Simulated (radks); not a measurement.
System: the Cd⁺ ion, configuration [Kr] 4d7 5s2 5p2 (4d3/2: 4, 4d5/2: 3, 5p1/2: 2). The calculation used the in-house radial solver radks at this level: Dirac Kohn-Sham, PBE, spin-unpolarised, spherical densities, finite nucleus.

```
Z 48
configuration [Kr] 4d7 5s2 5p2
relativity Dirac
functional pbe,pbe
spin unpolarised
j_filling energy
nucleus finite rms 4.6087 fm
c 137.035999084
```

Wanted: the number of electrons inside radius r (solid) and the radial density 4πr²ρ (dashed).

The count levels off at 47 electrons. Half of them lie within 0.401 bohr, 90 % within 1.64 bohr and 99 % within 3.66 bohr. The radial density has minima at 0.0424, 0.183 and 0.623 bohr, where the count stands at 2.0, 11.2 and 29.1; these part the shells that the density resolves.

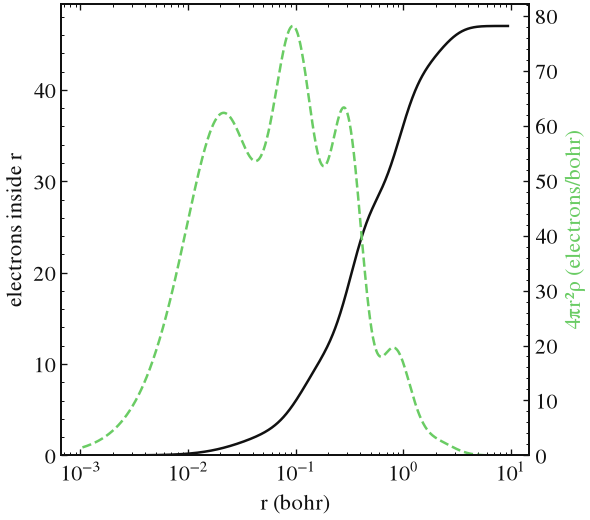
